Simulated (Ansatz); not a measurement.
**BrClH₄OSi: density, localisation and related maps**

```xyz
8

Si   -0.0953   -0.3104   -0.6349
Br    2.0423   -1.1668    0.1833
H     0.5971    0.4238   -1.7016
H    -0.6619   -1.6579   -0.7510
Cl   -1.9651    0.7764   -0.8407
H     0.7987    0.3507    1.4700
O    -0.0954    0.3897    1.0705
H    -0.6204    1.1945    1.2043
```

The reactant side of a reaction path; geometry: PBE0-D4/def2-TZVP.

The calculation used RKS PBE0-D4/def2-TZVPP (Ansatz).

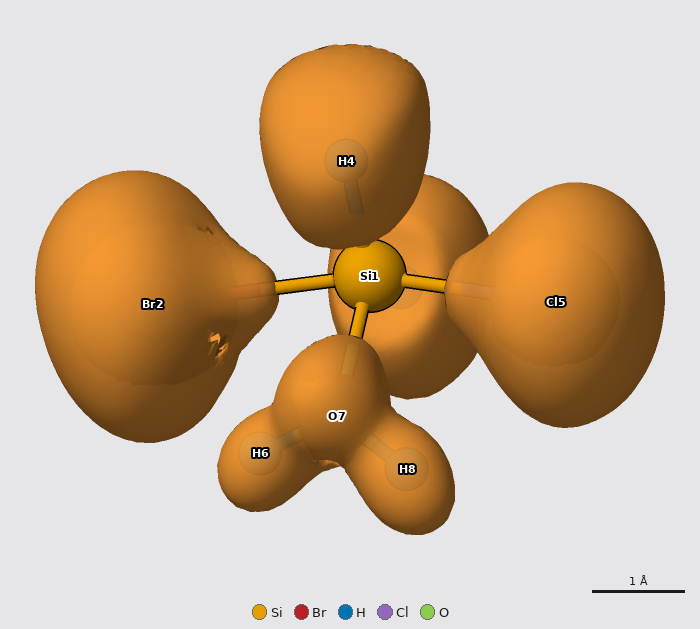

Figure 1. Isosurface of the ELF at 0.75 (orange), seen at an oblique angle. Core shells and regions of very low density are left out.

Q: Describe the localisation domains.

A: The surface consists of two regions around hydrogen nuclei, one region on Br in which the atom's valence shell and bonds are merged, one region on Cl in which the atom's valence shell and bonds are merged and one joined region spread over several atoms (H, O), in which their bonds and any lone pairs are merged. Along the contacts the grid gives the following. Si–O (1.84 Å): the ELF peaks at about 0.90 between the atoms: a shared but strongly polarised pair. Si–Cl (2.17 Å): the ELF peaks at about 0.85 between the atoms; a shared but strongly polarised pair.

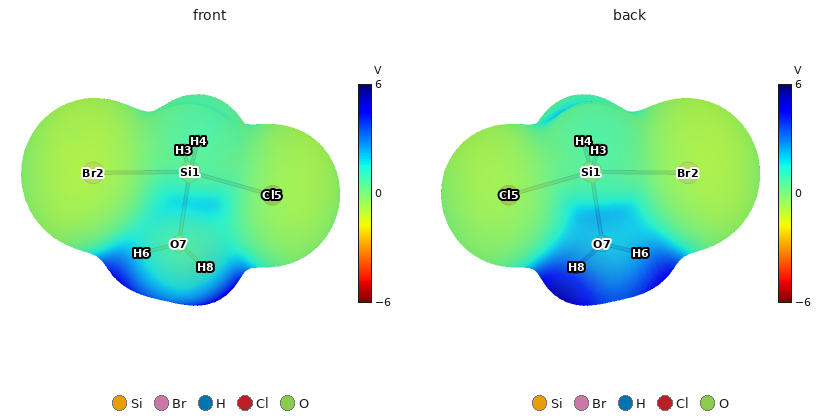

Figure 2. The electrostatic potential painted on the density surface at 0.004 e/bohr³, seen from the front and from behind; the colour scale runs from red (negative) to blue (positive).

Q: Where is the surface potential most negative and most positive?

A: The most negative region (about −0.8 V) lies over Br2, the most positive (about +5.1 V) over H8.

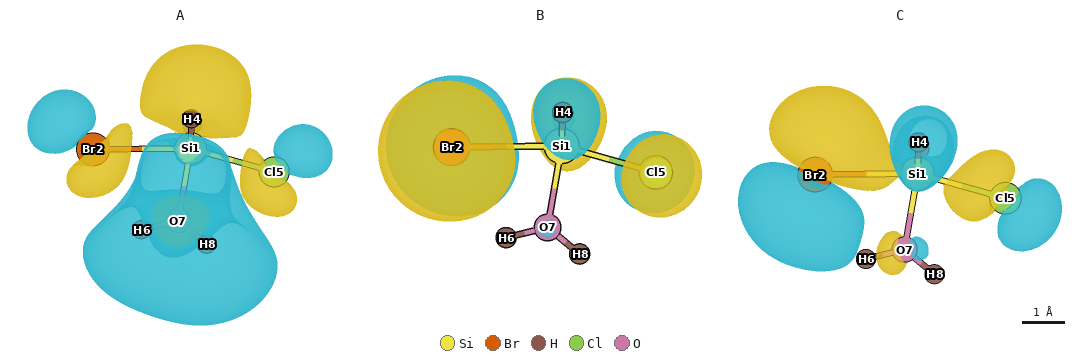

Figure 3. Three frontier orbitals at ±0.06 Å⁻³ᐟ² (yellow and cyan are the two phases), in no order.

Q: Which picture is the HOMO−1, the HOMO and the LUMO?

A: C is the HOMO−1 (−8.05 eV). It lies mainly on Br2 (about 75 %), Si1 (about 10 %) and Cl5 (about 5 %); largely a lone pair of Br2. B is the HOMO (−7.72 eV). Its weight (Hirshfeld) is mainly on Br2 (about 80 %), Cl5 (about 10 %) and Si1 (about 5 %); largely a lone pair of Br2. A is the LUMO (−0.63 eV). By Hirshfeld shares it lies mainly on Si1 (about 30 %), H8 (about 20 %), O7 (about 15 %), H6 (about 10 %), Br2 (about 10 %) and Cl5 (about 5 %).

Q: What is the HOMO–LUMO gap?

A: 7.09 eV between the orbital energies.
